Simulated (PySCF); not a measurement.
C7H12N2Si: NMR shielding calculation

C7H12N2Si, computed with GIAO PBE0/pcSseg-1 NMR shielding, non-relativistic, gas phase (PySCF 2.14.0).

The geometry comes from this level: GFN2-xTB. It belongs to a series of runs on one base structure; here: H on C replaced by CH2CN. Figures and captions count atoms from 1; the log counts them from 0 in places.

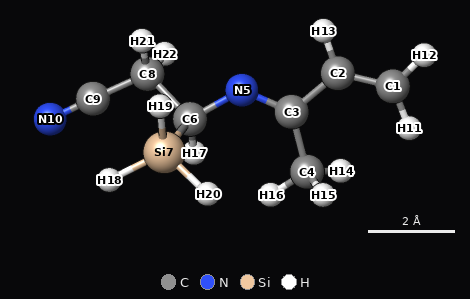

**Figure 1.** The structure as given in the input (ball-and-stick view, seen at a tilt; atoms are numbered from 1 in the order of the input).

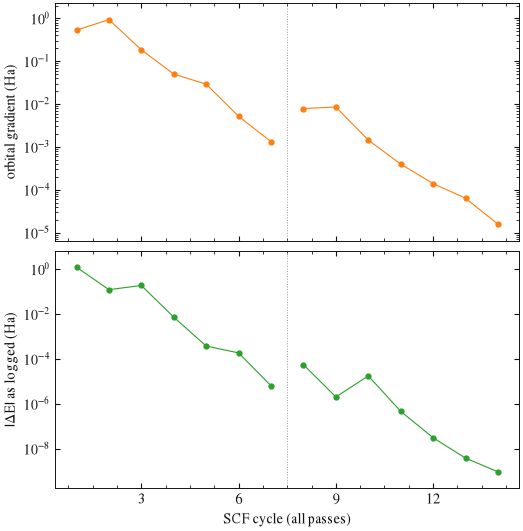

**Figure 2.** Convergence of the self-consistent field: orbital gradient and size of the energy change against the SCF cycle. The dotted line marks the change from a coarse to the final integration grid. The first 7 cycles use a coarse grid, the final grid takes over at cycle 8, and the field converges after 14 cycles in all.

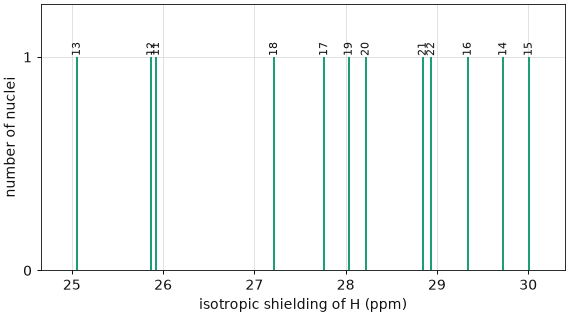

**Figure 3.** Isotropic shieldings of the hydrogen nuclei in this fixed geometry, labelled by atom number; shielding grows to the right, so chemical shift grows to the left. The least shielded is H13 (25.1 ppm), the most shielded H15 (30.0 ppm).

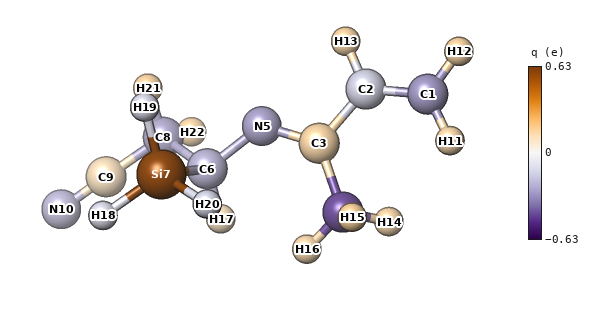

**Figure 4.** IAO charges, as the colour of each atom (ball-and-stick view, seen at a tilt; atoms are numbered from 1 in the order of the input). By element: C −0.46 to +0.16, N −0.30 to −0.25, Si +0.60 and H −0.11 to +0.18 e.

These pictures come from the run below.

**Input file**
```
{"job": {"kind": "nmr", "xc": "PBE0", "basis": "pcSseg-1"}, "charge": 0, "multiplicity": 1}
C      3.581819    -0.529007     0.592070
C      2.408960     0.067459     0.769808
C      1.206154    -0.143606    -0.030624
C      1.292828    -1.091067    -1.197793
N      0.184437     0.506142     0.356496
C     -1.108794     0.445271    -0.219966
Si    -2.061255    -0.971491     0.679273
C     -1.778327     1.810948     0.024538
C     -3.102596     1.863217    -0.525880
N     -4.149919     1.894623    -0.984961
H      3.759952    -1.247682    -0.189453
H      4.418323    -0.317666     1.236114
H      2.274635     0.777797     1.573842
H      2.147751    -0.834719    -1.820273
H      1.427756    -2.107324    -0.830788
H      0.393982    -1.063803    -1.807702
H     -1.108869     0.250332    -1.304317
H     -3.421634    -1.013619     0.151941
H     -2.033105    -0.672504     2.109184
H     -1.342529    -2.214486     0.400261
H     -1.820955     2.009591     1.098137
H     -1.179027     2.600980    -0.441101
```

The first line tells a small driver script what to run in PySCF; the rest is the geometry in Å.

Command:
```bash
OMP_NUM_THREADS=1 python <driver script> task.json out
```

**Output**
```
coarse grid: 18792 points
cycle   1  E = -672.1306673819  dE =  1.214e+00  |g| = 5.339e-01  |ddm| = 4.332e+00
cycle   2  E = -672.0088898365  dE =  1.218e-01  |g| = 9.370e-01  |ddm| = 1.360e+00
cycle   3  E = -672.1955059628  dE = -1.866e-01  |g| = 1.845e-01  |ddm| = 8.374e-01
cycle   4  E = -672.2027330850  dE = -7.227e-03  |g| = 5.025e-02  |ddm| = 1.614e-01
cycle   5  E = -672.2031057201  dE = -3.726e-04  |g| = 2.911e-02  |ddm| = 5.606e-02
cycle   6  E = -672.2032907069  dE = -1.850e-04  |g| = 5.170e-03  |ddm| = 2.966e-02
cycle   7  E = -672.2032970140  dE = -6.307e-06  |g| = 1.325e-03  |ddm| = 6.507e-03
final grid: 176832 points
cycle   8  E = -672.2604358145  dE = -5.547e-05  |g| = 7.880e-03  |ddm| = 4.222e-02
cycle   9  E = -672.2604338058  dE =  2.009e-06  |g| = 8.521e-03  |ddm| = 1.523e-02
cycle  10  E = -672.2604513115  dE = -1.751e-05  |g| = 1.448e-03  |ddm| = 8.016e-03
cycle  11  E = -672.2604517721  dE = -4.606e-07  |g| = 3.955e-04  |ddm| = 1.464e-03
cycle  12  E = -672.2604518026  dE = -3.056e-08  |g| = 1.392e-04  |ddm| = 4.391e-04
cycle  13  E = -672.2604518064  dE = -3.775e-09  |g| = 6.324e-05  |ddm| = 1.683e-04
cycle  14  E = -672.2604518073  dE = -9.281e-10  |g| = 1.567e-05  |ddm| = 6.998e-05
converged SCF energy = -672.2604518073

GIAO shielding tensors (ppm)
atom      isotropic    diamagn.    paramagn.     s11        s22        s33       span
  0 C       61.024     254.765    -193.741    -52.843     64.660    171.256    224.098
  1 C       34.713     252.614    -217.901    -75.267     47.526    131.881    207.148
  2 C       19.385     257.900    -238.514    -75.481      6.684    126.953    202.434
  3 C      174.382     253.318     -78.936    154.263    182.529    186.354     32.090
  4 N     -120.726     335.042    -455.769   -462.974   -109.664    210.459    673.433
  5 C      135.980     252.028    -116.048    114.314    130.717    162.909     48.595
  6 Si     417.239     882.366    -465.127    386.683    406.303    458.730     72.047
  7 C      162.168     246.606     -84.438    143.477    163.124    179.903     36.426
  8 C       63.325     260.026    -196.701    -52.801    -49.149    291.926    344.727
  9 N      -35.952     339.406    -375.358   -204.815   -198.713    295.673    500.488
 10 H       25.922      32.075      -6.153     22.861     24.729     30.176      7.316
 11 H       25.872      27.510      -1.638     23.980     24.964     28.672      4.693
 12 H       25.056      32.542      -7.486     22.566     23.180     29.422      6.855
 13 H       29.727      31.639      -1.912     25.332     28.369     35.482     10.150
 14 H       30.006      32.266      -2.260     26.407     28.015     35.597      9.190
 15 H       29.339      33.861      -4.523     24.206     30.777     33.032      8.826
 16 H       27.765      34.988      -7.223     23.835     29.081     30.379      6.544
 17 H       27.216      31.113      -3.897     23.257     26.389     32.002      8.745
 18 H       28.035      30.715      -2.680     25.393     26.080     32.631      7.239
 19 H       28.219      31.559      -3.339     23.894     28.078     32.687      8.793
 20 H       28.845      29.196      -0.351     25.514     27.334     33.687      8.174
 21 H       28.937      28.821       0.116     24.269     27.929     34.614     10.344
```

**Key numbers**

- outcome: converged
- total energy: −672.260452 hartree
- HOMO: −7.35 eV
- LUMO: −1.42 eV
- dipole moment: 4.49 D
- isotropic shielding, C: 19.4 to 174.4 ppm
- isotropic shielding, N: −120.7 to −36.0 ppm
- isotropic shielding, Si: 417.2 ppm
- isotropic shielding, H: 25.1 to 30.0 ppm
- hardware: 1 CPU thread, shared host
- wall time: 52 s
- peak memory: 1.2 GiB
